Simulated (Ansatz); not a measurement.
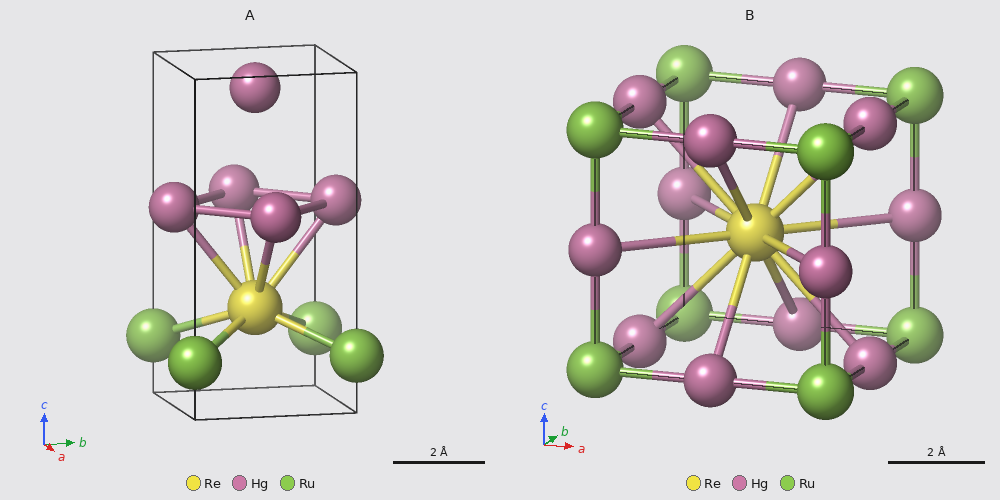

Two structures of ReHg3Ru, each relaxed to rest (conventional cells in solid outline, small ones repeated, not to one scale). Method: Ansatz, DFT PBE, scalar-relativistic, plane waves, PAW, with collinear spins.

Question: Which structures are these?

Answer: A: 5 atoms a cell on a primitive tetragonal lattice, P4mm. B: 5 atoms a cell on a primitive cubic lattice, Pm-3m.

Question: A or B: which is lower in energy?

Answer: A is lower, by 641 meV/atom at this level of theory (energies at zero smearing). Volumes: A 21.0, B 27.9 Å³/atom.

One or both may be structure types tried for this composition rather than known phases.
